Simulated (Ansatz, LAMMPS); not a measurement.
**What do other settings change for K+ PF6- in ethylene carbonate and tetrahydrofuran at 400 K (1608 atoms)?**

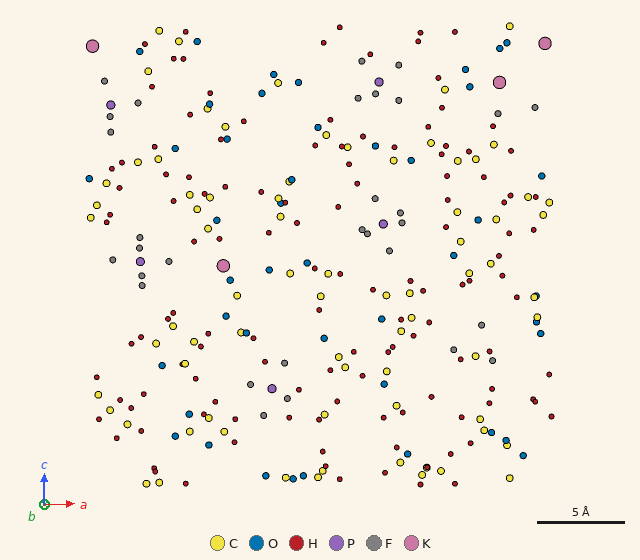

The cell (carbon yellow, oxygen blue, hydrogen red, phosphorus purple, fluorine grey, potassium pink). Drawn is a slice 4 Å thick, seen along the normal of the ac plane.

Density of this cell: 1.28 g/cm³. The cell holds 1608 atoms: 438 C, 258 O, 744 H, 21 P, 126 F and 21 K. Its edges and angles: a = 26.288 Å, b = 26.288 Å, c = 26.288 Å, α = 90.0°, β = 90.0°, γ = 90.0°. 66 ethylene carbonate, 60 tetrahydrofuran, 21 K+, 21 PF6- placed at random, at 1.28 g/cm³; overlaps pushed apart, then 10 ps at 550 K with stiff harmonic cages for PF6 and BF4 with UFF radii; Joung-Cheatham ions (J. Phys. Chem. B 112, 9020 (2008)); MMFF94 bonds, angles, torsions, charges and radii (Halgren, J. Comput. Chem. 17, 490 (1996)) in harmonic and 12-6 forms; charges of ions scaled by 0.8. Snapshot after 30 ps at 400 K and fixed volume.

Geometry: as built.

Reference run: Kohn-Sham DFT, PBE+D4, PAW (set soft_2), localised support functions (medium) (Ansatz 0.2.0), Γ point, fixed occupations.

* r.m.s. force component: 1.07 eV/Å
* pressure: 3.356 GPa
* gap (highest filled to lowest empty level): 2.966 eV
* SCF cycles: 50
* time: 80 s on 1 × NVIDIA GB200 with 32 threads of Arm Neoverse V2, shared host

Q: Estimate how much each variant changes the results, and its time and memory.
- truncated density matrix
- support functions low
- functional r2SCAN+D4
- support functions high

Each row is set against the support-function reference (Kohn-Sham DFT, PBE+D4, PAW (set soft_2), localised support functions (medium); r.m.s. force component 1.07 eV/Å). Energies are set beside the reference only for runs with its functional, potentials and electron count. Times are for 1 × NVIDIA GB200 with 32 threads of Arm Neoverse V2, shared host. The reference's time includes the DOS, the stress and grids, which some other runs skip.

| run | Δ force, r.m.s. (meV/Å) | share of r.m.s. force (%) | Δ energy (meV/atom) | Δ gap (eV) | cycles | time | host memory (GiB) |
| --- | --- | --- | --- | --- | --- | --- | --- |
| reference | - | - | - | - | 50 | 80 s | 9.3 |
| truncated density matrix | 0.268 | 0.025 | 1.0e-4 | - | 30 | 38 s | 5.4 |
| support functions low | 0.298 | 0.0278 | 0.0014 | 7.0e-4 | 22 | 32 s | 4.5 |
| functional r2SCAN+D4 | 198 | 18.5 | - | 0.544 | 25 | 62 s | 11 |
| support functions high | 0.278 | 0.026 | -0.08 | 4.0e-4 | 29 | 87 s | 13 |

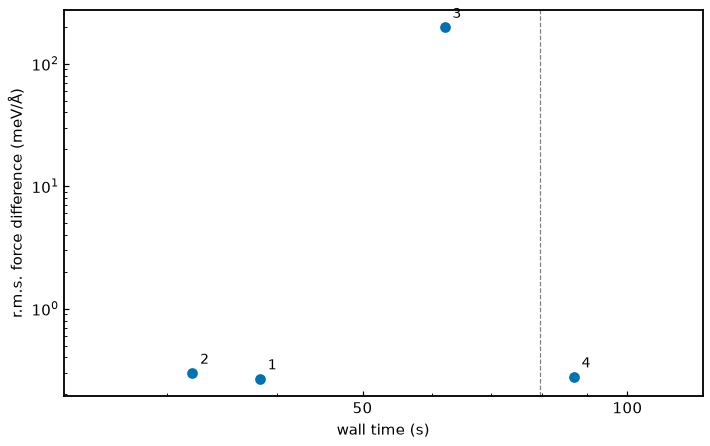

Force difference from the reference against wall time; the dashed line marks the reference's time. Points: 1 truncated density matrix; 2 support functions low; 3 functional r2SCAN+D4; 4 support functions high.

The change to functional r2SCAN+D4 moves the forces by 198 meV/Å r.m.s. (19 %). Among numerical settings the force difference runs from 0.27 meV/Å (truncated density matrix) to 0.30 meV/Å (support functions low). 

[Hosts, paths, dates, database ids (printed as entryN), source tags and the programs' standing remarks are cut or masked in the printed files.]

[The MMFF94 radii named for the starting cell were scaled by 0.96; in molecules described by MMFF94, hydrogen bound to N, O or S took a small fixed 12-6 site in their place.]
